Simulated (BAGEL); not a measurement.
**CH4ClSi (SMILES C[SiH]Cl) at ROHF/6-311+G(d,p) (density fitting with qzvpp-jkfit)**

What is the energy change on altering one bond length of CH4ClSi at ROHF/6-311+G** (density fitting with qzvpp-jkfit)? 

The calculation is run with BAGEL 1.2.2.

3 further runs of the same task are left out: 1 that didn't finish, 2 set aside as unsound or not needed. Runs told in other sessions of the task aren't counted.

## Step 1: Starting point

The species is CH4ClSi (7 atoms), meant as a doublet with charge 0. SMILES: `C[SiH]Cl`. The coordinates come from a PBE0-D4/def2-TZVP relaxation.

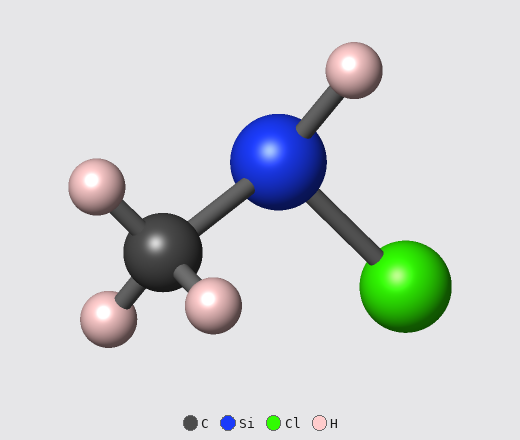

Viewed from a chosen angle; carbon dark grey, silicon blue, chlorine green, hydrogen pink.

## Step 2: A single-point energy at ROHF/6-311+G(d,p) (density fitting with qzvpp-jkfit)

File hf.json:

```json
{ "bagel": [

{
  "title": "molecule",
  "basis": "6-311+gss.json",
  "df_basis": "qzvpp-jkfit",
  "angstrom": true,
  "geometry": [
    { "atom": "C", "xyz": [   -0.636800,    0.463300,   -0.329000 ] },
    { "atom": "Si", "xyz": [    1.003800,   -0.393300,   -0.087600 ] },
    { "atom": "Cl", "xyz": [    0.685200,   -2.302900,    0.627600 ] },
    { "atom": "H", "xyz": [   -0.475300,    1.484500,   -0.682800 ] },
    { "atom": "H", "xyz": [   -1.182000,    0.503000,    0.618400 ] },
    { "atom": "H", "xyz": [   -1.249200,   -0.066600,   -1.060300 ] },
    { "atom": "H", "xyz": [    1.854400,    0.312100,    0.913700 ] }
  ]
},
{ "title": "rohf", "nopen": 1 },
{ "title": "print", "file": "orbitals.molden", "orbitals": true }

]}
```

The basis set 6-311+G** is read from a file made from the Basis Set Exchange's data (not shown).

On the command line:

```sh
$ BAGEL_NUM_THREADS=1 BAGEL hf.json > hf.out
```

The log of the run:

```text
* using 1 threads per process

  ===============================================================
  ===============================================================

  *** Geometry ***

  { "atom" : "C", "xyz" : [     -1.203378,      0.875510,     -0.621720 ] },
  { "atom" : "Si", "xyz" : [      1.896907,     -0.743229,     -0.165540 ] },
  { "atom" : "Cl", "xyz" : [      1.294840,     -4.351850,      1.185992 ] },
  { "atom" : "H", "xyz" : [     -0.898187,      2.805298,     -1.290305 ] },
  { "atom" : "H", "xyz" : [     -2.233656,      0.950532,      1.168607 ] },
  { "atom" : "H", "xyz" : [     -2.360646,     -0.125856,     -2.003677 ] },
  { "atom" : "H", "xyz" : [      3.504308,      0.589784,      1.726643 ] },

  Number of auxiliary basis functions:      403

  Since a DF basis is specified, we compute 2- and 3-index integrals:
    o Being stored without compression. Storage requirement is 0.036 GB

  Number of basis functions:      106
  Number of electrons      :       41

    * METHOD: MOLECULE                             0.15

  *** Open-shell HF ***

  === Nuclear Repulsion ===
   137.4512773029

      * DIIS with orbital gradients will be used.

  === ROHF iteration (6-311+gss.json) ===
      0       -788.48668996          0.03945206           0.11
      1       -788.63422439          0.01936270           0.12
      2       -788.66347072          0.00862229           0.11
      3       -788.67072265          0.00128215           0.12
      4       -788.67133279          0.00032315           0.11
      5       -788.67144557          0.00011356           0.12
      6       -788.67146487          0.00002646           0.12
      7       -788.67147308          0.00000950           0.12
      8       -788.67147430          0.00000412           0.11
      9       -788.67147457          0.00000135           0.11
     10       -788.67147463          0.00000050           0.12
     11       -788.67147462          0.00000022           0.11
     12       -788.67147462          0.00000008           0.11
     13       -788.67147462          0.00000003           0.12
     14       -788.67147461          0.00000001           0.11
     15       -788.67147461          0.00000000           0.12
    * SCF iteration converged.

    * S^2 (ROHF) is 0.7500

    * Permanent dipole moment:
           (    0.149601,    -0.854128,     0.350561) a.u.

    * METHOD: ROHF                                 1.99

    * METHOD: PRINT                                0.02

  ===============================================================
```

It took 2.3 s on 1 thread of Arm Neoverse V2, shared host; peak memory 0.12 GiB.

## Step 3: The distorted shape, same level

File input.json:

```json
{ "bagel" : [

{
  "title" : "molecule",
  "basis" : "6-311+gss.json",
  "df_basis" : "qzvpp-jkfit",
  "angstrom" : true,
  "geometry" : [
    { "atom" : "C", "xyz" : [      -0.555002,       0.457344,      -0.471142 ] },
    { "atom" : "Si", "xyz" : [       1.085598,      -0.399256,      -0.229742 ] },
    { "atom" : "Cl", "xyz" : [       0.766998,      -2.308856,       0.485458 ] },
    { "atom" : "H", "xyz" : [      -0.393502,       1.478544,      -0.824942 ] },
    { "atom" : "H", "xyz" : [      -1.182000,       0.503000,       0.618400 ] },
    { "atom" : "H", "xyz" : [      -1.167402,      -0.072556,      -1.202442 ] },
    { "atom" : "H", "xyz" : [       1.936198,       0.306144,       0.771558 ] }
  ]
},

{ "title" : "rohf", "nopen" : 1 },

{ "title" : "print", "file" : "orbitals.molden", "orbitals" : true }

]}
```

The basis set 6-311+G** is read from a file made from the Basis Set Exchange's data (not shown).

On the command line:

```sh
$ BAGEL_NUM_THREADS=1 BAGEL input.json > input.out
```

The log of the run:

```text
* using 1 threads per process

  ===============================================================
  ===============================================================

  *** Geometry ***

  { "atom" : "C", "xyz" : [     -1.048802,      0.864255,     -0.890329 ] },
  { "atom" : "Si", "xyz" : [      2.051483,     -0.754484,     -0.434149 ] },
  { "atom" : "Cl", "xyz" : [      1.449416,     -4.363106,      0.917383 ] },
  { "atom" : "H", "xyz" : [     -0.743611,      2.794043,     -1.558914 ] },
  { "atom" : "H", "xyz" : [     -2.233656,      0.950532,      1.168607 ] },
  { "atom" : "H", "xyz" : [     -2.206070,     -0.137111,     -2.272286 ] },
  { "atom" : "H", "xyz" : [      3.658884,      0.578528,      1.458033 ] },

  Number of auxiliary basis functions:      403

  Since a DF basis is specified, we compute 2- and 3-index integrals:
    o Being stored without compression. Storage requirement is 0.036 GB

  Number of basis functions:      106
  Number of electrons      :       41

    * METHOD: MOLECULE                             0.15

  *** Open-shell HF ***

  === Nuclear Repulsion ===
   136.8473575670

      * DIIS with orbital gradients will be used.

  === ROHF iteration (6-311+gss.json) ===
      0       -788.47929783          0.03778434           0.12
      1       -788.62008690          0.01903454           0.11
      2       -788.64889322          0.00887090           0.11
      3       -788.65665245          0.00129869           0.11
      4       -788.65729257          0.00035061           0.12
      5       -788.65741538          0.00012003           0.12
      6       -788.65743687          0.00002752           0.11
      7       -788.65744675          0.00000935           0.12
      8       -788.65744824          0.00000412           0.11
      9       -788.65744854          0.00000138           0.12
     10       -788.65744862          0.00000052           0.12
     11       -788.65744863          0.00000024           0.11
     12       -788.65744863          0.00000008           0.12
     13       -788.65744863          0.00000003           0.11
     14       -788.65744862          0.00000001           0.11
     15       -788.65744863          0.00000000           0.11
    * SCF iteration converged.

    * S^2 (ROHF) is 0.7500

    * Permanent dipole moment:
           (    0.116323,    -0.844491,     0.379967) a.u.

    * METHOD: ROHF                                 1.99

    * METHOD: PRINT                                0.02

  ===============================================================
```

Wall time 2.3 s (1 thread of Arm Neoverse V2, shared host); peak memory 0.12 GiB.

## Step 4: Outcome

Level: ROHF/6-311+G** (density fitting with qzvpp-jkfit).

| quantity | value |
| --- | --- |
| first shape: total energy | -788.67147 Eh |
| first shape: dipole moment | 2.38 D |
| first shape: ⟨S²⟩ | 0.750 |
| distorted shape: total energy | -788.65745 Eh |
| distorted shape: dipole moment | 2.37 D |
| distorted shape: ⟨S²⟩ | 0.750 |
| energy change with the C1–H5 bond stretched from 1.094 to 1.258 Å | 0.382 eV |

With the C1–H5 bond stretched from 1.094 to 1.258 Å the energy rises by 0.38 eV (36.8 kJ/mol). The first shape isn't relaxed at this level, so the change isn't measured from a minimum.
